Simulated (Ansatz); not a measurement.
# NOF (nitrosyl fluoride) at MP2/def2-TZVPP

What is the energy change on altering one bond length of NOF (nitrosyl fluoride) at MP2/def2-TZVPP? 

Program for the calculation: Ansatz 0.2.0.

59 further runs of the same task are left out: 59 set aside as unsound or not needed.

### Step 1. The structure to begin with

NOF has 3 atoms, charge 0, and is taken as a singlet. As SMILES, `O=NF`. The coordinates come from a PBE0-D4/def2-TZVP relaxation.

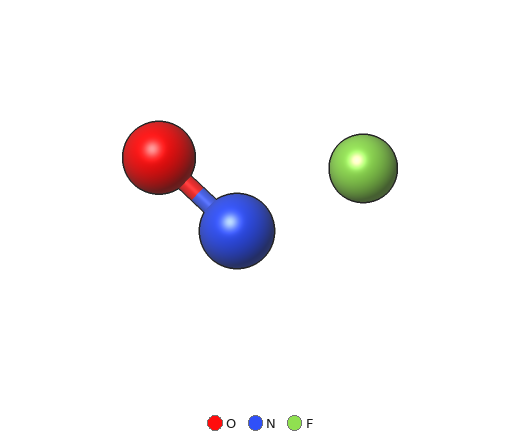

The structure, seen from a chosen angle (oxygen red, nitrogen blue, fluorine green).

### Step 2. A single-point energy at MP2/def2-TZVPP

Input file run.yaml:

```yaml
basis:
  gaussian:
    orbitals: def2-TZVPP
crystal:
  periodic: [false, false, false]
  atoms:
    - {symbol: O, position_ang: [0.868350, 0.242970, 0.504740]}
    - {symbol: "N", position_ang: [0.148930, -0.482540, 0.029910]}
    - {symbol: F, position_ang: [-1.017290, 0.239580, -0.534650]}
correlation:
  method: mp2
  frozen_orbitals: {F: 1, "N": 1, O: 1}
accuracy: high
```

On the command line:

```
ansatz run run.yaml --threads 1 --pin off --max-ram 3480MiB --events-out events.jsonl --progress --plain --runs-dir runs
```

Log:

```text
Warning: RAYON_NUM_THREADS=1 ignored (pool sized by the plan → 1); use --threads N
Functional definition: HF
  name "HF"
  exchange = exact_x
  correlation = 0
1512 factors; integrals over basis functions are off by at most 3.4e-9 eV
mean field evaluation 1: about -6221.2159 eV, gradient 3.8e1 eV
mean field evaluation 2: about -6221.2216 eV, gradient 3.8e1 eV
mean field evaluation 4: about -6223.7560 eV, gradient 3.1e0 eV
mean field evaluation 8: about -6223.8320 eV, gradient 4.7e-1 eV
mean field evaluation 16: about -6223.8331 eV, gradient 5.2e-8 eV
mean field -6223.83306541 eV, -228.7216464882 hartree, gradient 5.2e-8 eV, S^2 0.000000; 0 other end points of the search recorded, 0 dependent functions left out
3 core orbitals not correlated: weight in the atoms' cores, before any rotation towards them, 1.000 or more for the frozen orbitals, at most 0.000 for the correlated occupied ones
reference -6223.83306541 eV, -228.7216464882 hartree; 9, 9 occupied and 81, 81 virtual orbitals, 1512 factors
second order -18.81808056 eV of doubles, -0.00000000 eV of singles
Total energy: -6242.65114597 eV, -229.4131981934 hartree
```

Wall time 1.9 s (1 thread of Arm Neoverse V2, shared host); peak memory 0.18 GiB.

### Step 3. The distorted shape

Input file input.yaml:

```yaml
crystal:
  periodic: [false, false, false]
  atoms:
    - {symbol: O, position_ang: [1.801337, -0.334733, 0.956393]}
    - {symbol: N, position_ang: [1.081917, -1.060243, 0.481563]}
    - {symbol: F, position_ang: [-1.017290, 0.239580, -0.534650]}
basis:
  gaussian:
    orbitals: def2-TZVPP
correlation:
  method: mp2
  frozen_orbitals: {F: 1, "N": 1, O: 1}
accuracy: high
```

On the command line:

```
ansatz run input.yaml --threads 1 --pin off --max-ram 3480MiB --events-out events.jsonl --progress --plain --runs-dir runs
```

Log:

```text
Warning: RAYON_NUM_THREADS=1 ignored (pool sized by the plan → 1); use --threads N
[... 4 set-up lines as earlier in the session ...]
1359 factors; integrals over basis functions are off by at most 1.0e-8 eV
mean field evaluation 1: about -6215.4543 eV, gradient 5.0e1 eV
mean field evaluation 2: about -6215.4573 eV, gradient 5.0e1 eV
mean field evaluation 4: about -6219.3177 eV, gradient 2.0e1 eV
mean field evaluation 8: about -6220.3939 eV, gradient 6.0e-1 eV
mean field evaluation 16: about -6220.4005 eV, gradient 2.2e-6 eV
mean field -6220.40053226 eV, -228.5955032217 hartree, gradient 2.5e-8 eV, S^2 0.000000; 0 other end points of the search recorded, 0 dependent functions left out; unrestricted orbitals would lower it
mean field evaluation 32: about -6223.7026 eV, gradient 2.2e-2 eV
unrestricted determinant -6223.70272065 eV, -228.7168564067 hartree, S^2 1.0110
3 core orbitals not correlated: weight in the atoms' cores, before any rotation towards them, 1.000 or more for the frozen orbitals, at most 0.000 for the correlated occupied ones
reference -6220.40053226 eV, -228.5955032217 hartree; 9, 9 occupied and 81, 81 virtual orbitals, 1359 factors
second order -19.64131371 eV of doubles, -0.00000000 eV of singles
Total energy: -6240.04184597 eV, -229.3173081871 hartree
```

It took 2.9 s on 1 thread of Arm Neoverse V2, shared host; peak memory 0.18 GiB.

### Step 4. Results

Level: MP2/def2-TZVPP, 3 core orbitals frozen.

```
                                                         quantity          value
                                        first shape: total energy  -229.41320 Eh
         first shape: correlation energy (3 core orbitals frozen)     -691.6 mEh
                                    distorted shape: total energy  -229.31731 Eh
     distorted shape: correlation energy (3 core orbitals frozen)     -721.8 mEh
energy change with the N2–F3 bond stretched from 1.483 to 2.670 Å       2.609 eV
```

**Reading.** One bond (distorted shape) is far stretched, which a spin-restricted single reference describes badly; perturbation theory on it can break down and give far too much correlation. With the N2–F3 bond stretched from 1.483 to 2.670 Å the energy rises by 2.61 eV (60 kcal/mol). The first shape isn't relaxed at this level, so the change isn't measured from a minimum. A restricted reference can't describe the breaking bond well at this length. The restricted solution (distorted shape) is unstable to spin breaking: an unrestricted one lies lower.
